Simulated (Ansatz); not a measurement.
BrCl$_{2}$Ga···H$_{2}$

Input file:

```
crystal:
  periodic: [false, false, false]
  atoms:
    - {symbol: Ga, position_ang: [-0.503275, -0.657654, 0.193041]}
    - {symbol: H, position_ang: [0.925063, 1.366944, -0.820535]}
    - {symbol: Cl, position_ang: [0.475124, -1.921597, -1.196037]}
    - {symbol: Cl, position_ang: [-2.242431, 0.388407, -0.411481]}
    - {symbol: H, position_ang: [1.159088, 1.400371, -0.108405]}
    - {symbol: Br, position_ang: [0.186431, -0.576571, 2.343316]}
basis:
  gaussian: {orbitals: def2-TZVPP}
hamiltonian: {xc: pbe0, dispersion: d4}
output: {orbitals: {seedname: orbitals}}
```

Run with:

```sh
ansatz run in.yaml --threads 8 --pin off --events-out ev --progress --plain --max-ram 19148MiB
```

The product side of a reaction path; geometry: PBE0-D4/def2-TZVP; a saddle point, not a minimum.

These are results of Ansatz, RKS PBE0-D4/def2-TZVPP, not measurements.

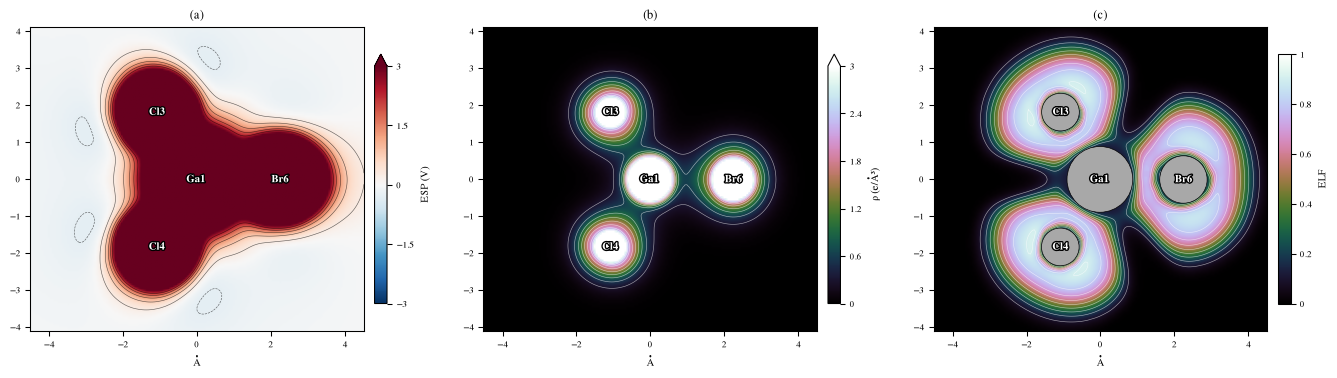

Figure 1. (a) molecular electrostatic potential; (b) electron density; (c) electron localisation function on the plane of atoms Cl4, Ga1 and Br6. Grey discs cover the atomic cores in the ELF map.

What does the map show?

Answer. The plane passes through Ga, Cl and Br nuclei.
Ga–Cl (2.12 Å): ρ is about 0.77 e/Å³ halfway; the ELF peaks at about 0.80 in the valence shell of Cl, 0.8 Å from its nucleus, and is about 0.60 at the midpoint.
Ga–Br (2.26 Å): ρ at the midpoint is about 0.69 e/Å³; the ELF peaks at about 0.75 in the valence shell of Br, 1.0 Å from its nucleus, and is about 0.70 at the midpoint.
The ELF also peaks beside Cl4, Br6 and Cl3, away from the bonds: lone-pair regions.
Outside the dense part of the complex the potential is most negative (−0.3 V) near Cl3 and Cl4.

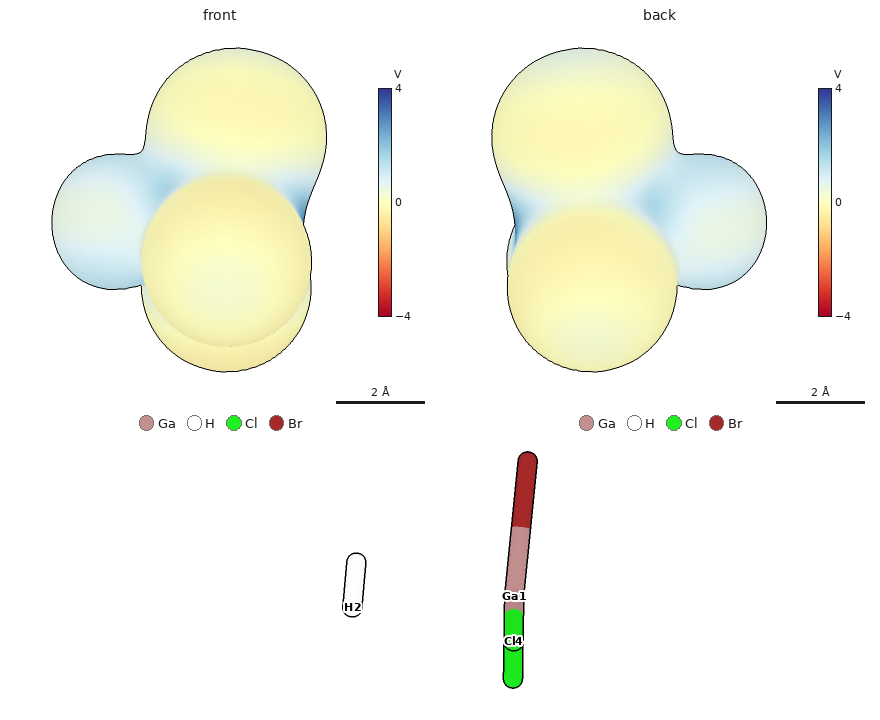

Figure 2. The molecular electrostatic potential painted on the density surface at 0.002 e/bohr³, seen from the front and from behind; red is negative and blue positive. The bare structure is drawn below in the same view.

Describe the electrostatic potential map.

Answer. The most negative region (about −0.3 V) lies over Cl3 and Cl4, the most positive (about +3.1 V) over Ga1. Br6 shows a σ-hole: about +0.6 V at the tip opposite its bond, against about 0.0 V on its flanks.

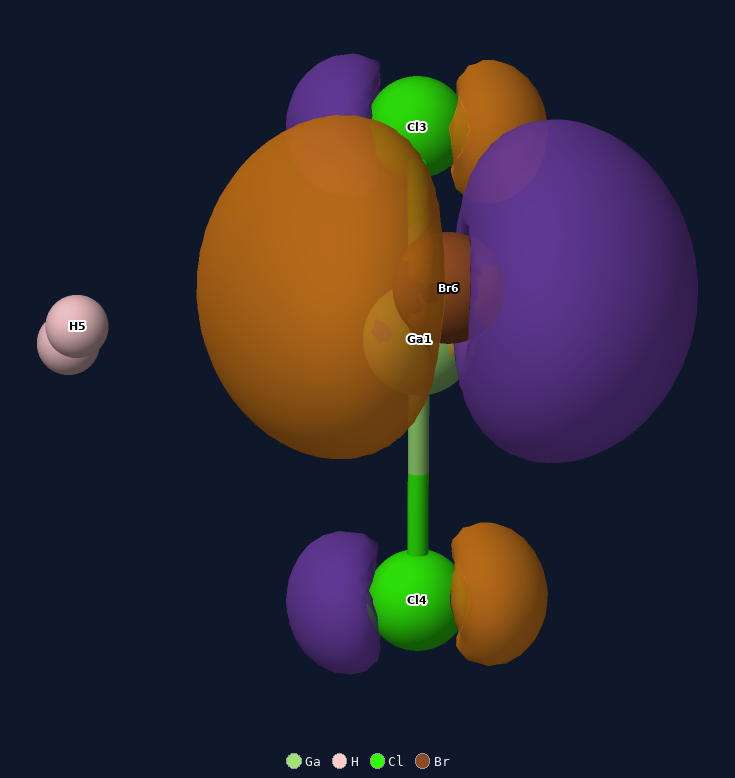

Figure 3. The HOMO−1 at ±0.1 Å⁻³ᐟ² (orange and purple are the two phases), seen from one side.

Describe this orbital and give its energy.

Answer. It lies mainly on Br6 (about 85 %) and Ga1 (about 5 %); largely a lone pair of Br6. Its energy is −9.17 eV.

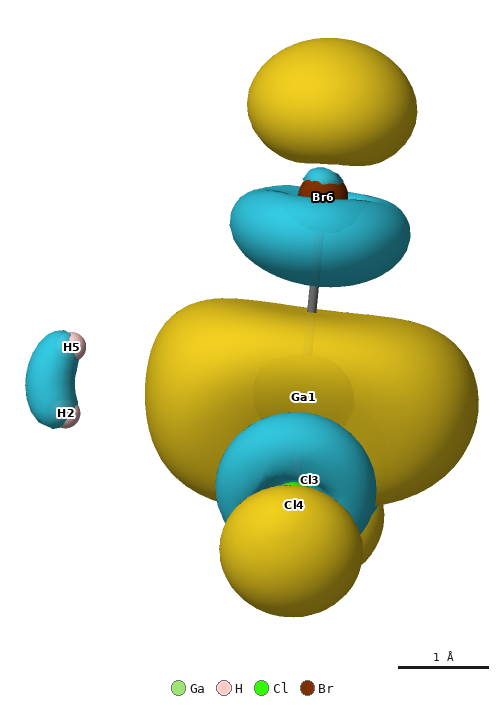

Figure 4. The LUMO at ±0.1 Å⁻³ᐟ² (yellow and cyan are the two phases), seen across its widest extent.

Where does this orbital lie, and at what energy?

Answer. Its weight (Hirshfeld) is mainly on Ga1 (about 40 %), Br6 (about 25 %), Cl3 (about 15 %) and Cl4 (about 15 %). Its energy is −1.89 eV.
